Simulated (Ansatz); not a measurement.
## Electronic structure of C₆H₅BF₂ (SMILES FB(F)c1ccccc1) in real space

Input

```
crystal:
  periodic: [false, false, false]
  atoms:
    - {symbol: F, position_ang: [-1.057009, -2.865656, -1.218933]}
    - {symbol: B, position_ang: [-0.601232, -2.314525, -0.105129]}
    - {symbol: F, position_ang: [-0.495579, -3.111771, 0.946191]}
    - {symbol: C, position_ang: [-0.213826, -0.822419, -0.035976]}
    - {symbol: C, position_ang: [-0.333409, -0.002430, -1.161208]}
    - {symbol: C, position_ang: [0.013744, 1.336427, -1.100784]}
    - {symbol: C, position_ang: [0.485963, 1.873565, 0.089019]}
    - {symbol: C, position_ang: [0.611232, 1.073885, 1.216831]}
    - {symbol: C, position_ang: [0.263404, -0.264645, 1.153128]}
    - {symbol: H, position_ang: [-0.702616, -0.423871, -2.089778]}
    - {symbol: H, position_ang: [-0.082556, 1.964092, -1.979135]}
    - {symbol: H, position_ang: [0.758090, 2.922090, 0.137644]}
    - {symbol: H, position_ang: [0.980287, 1.497057, 2.143902]}
    - {symbol: H, position_ang: [0.360607, -0.890999, 2.033130]}
basis:
  gaussian: {orbitals: def2-TZVPP}
hamiltonian: {xc: pbe0, dispersion: d4}
output: {orbitals: {seedname: orbitals}}
```

Command:

```sh
ansatz run in.yaml --threads 2 --pin off --events-out ev --progress --plain --max-ram 31744MiB --backend cuda --devices 0, --max-vram 18GiB
```

Geometry: PBE0-D4/def2-TZVP.

Level of theory: RKS PBE0-D4/def2-TZVPP in Ansatz.

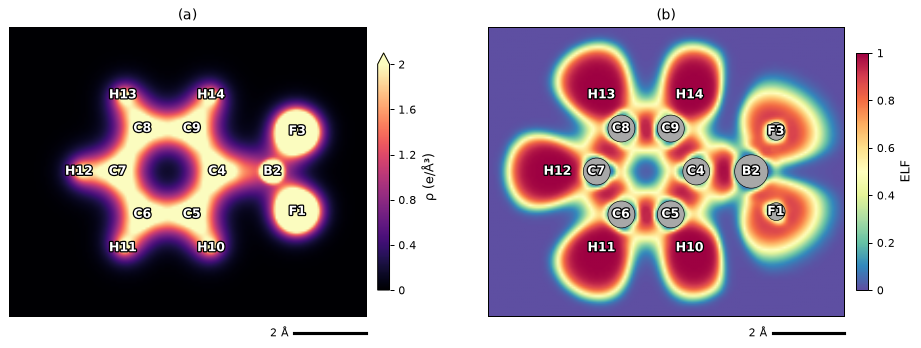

Figure 1. (a) total electron density; (b) electron localisation function on the molecular plane. Grey discs cover the atomic cores in the ELF map.

### Describe what can be read from this map.

- The section cuts through F, B, C and H sites.
- B–F (1.32 Å): the density is about 2.2 e/Å³ at the midpoint; the ELF peaks at about 0.85 between the atoms (a shared but strongly polarised pair).
- C–C (1.38 Å): ρ is about 2.2 e/Å³ halfway; the ELF peaks at about 0.95 between the atoms (localised, covalent bonding).
- C–B (1.54 Å): ρ at the midpoint is about 1.5 e/Å³; the ELF peaks at about 1 between the atoms: localised, covalent bonding.
- C–H (1.08 Å): the density is about 2.1 e/Å³ at the midpoint; the ELF climbs to about 1 towards the hydrogen, as it does in any bond to H (an ordinary covalent bond to hydrogen).
- The ELF also peaks beside F1 and F3, away from the bonds: lone-pair regions.

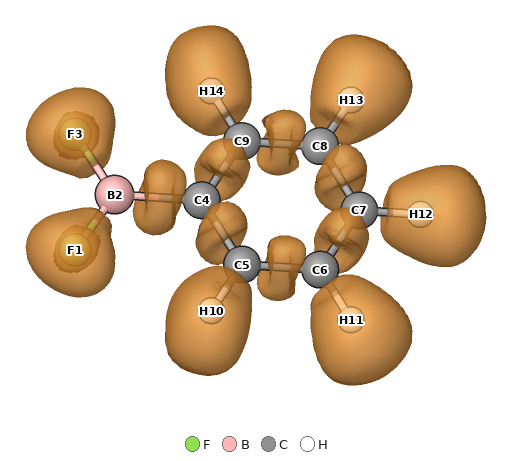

Figure 2. Isosurface of the ELF at 0.75 (orange), seen at a tilt. Only the valence region is drawn (cores and ρ < 0.01 e/Å³ removed).

### Describe the localisation domains.

The ELF exceeds this value in one region between bonded B–C atoms (shared pairs), six regions between bonded C–C atoms (shared pairs), five regions around hydrogen nuclei and two regions on F in which the atom's valence shell and bonds are merged.

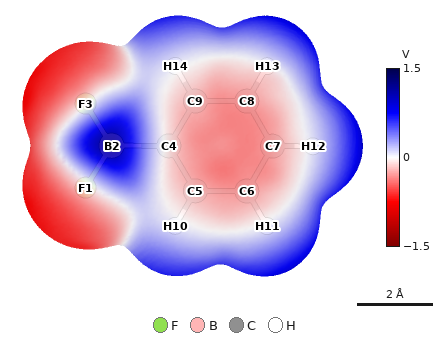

Figure 3. The electrostatic potential painted on the density surface at 0.001 e/bohr³, seen across its widest extent; red is negative and blue positive.

### Describe the electrostatic potential map.

The most negative region (about −0.7 V) lies over F1 and F3, the most positive (about +1.0 V) over B2.
